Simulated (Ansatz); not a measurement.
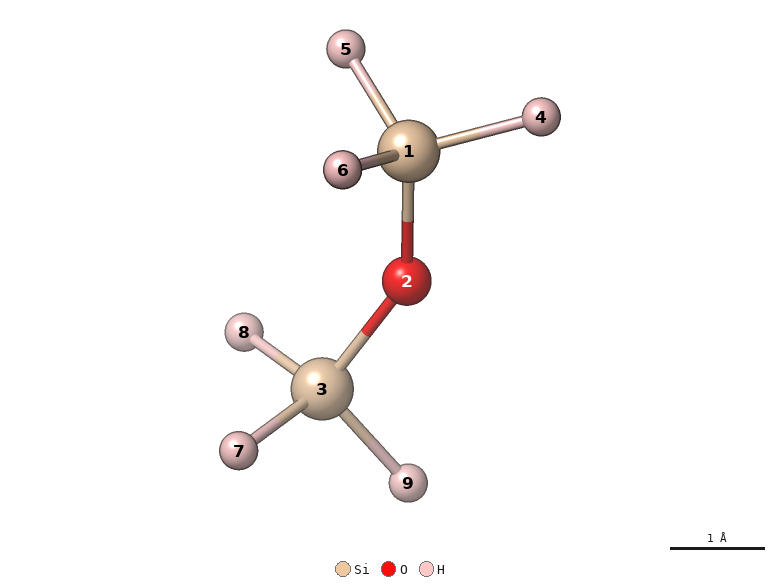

Orthographic view. Atoms fade into the background with distance from the viewer. The geometry was computed by an optimisation with PBE0-D4/def2-TZVP.

Give the geometry as a Z-matrix, atoms in numerical order, with these reference atoms: 2 to 1; 3 to 2, 1; 4 to 1, 2, 3; 5 to 1, 4, 2; 6 to 1, 4, 5; 7 to 3, 2, 1; 8 to 3, 7, 2; 9 to 3, 8, 7.

```
Si 
O    1   1.634
Si   2   1.634   1   147.3
H    1   1.483   2   108.3   3   179.5
H    1   1.486   4   109.6   2  -120.2
H    1   1.486   4   109.6   5  -119.6
H    3   1.486   2   110.2   1   -58.9
H    3   1.486   7   109.0   2  -121.0
H    3   1.483   8   109.6   7   120.0
```
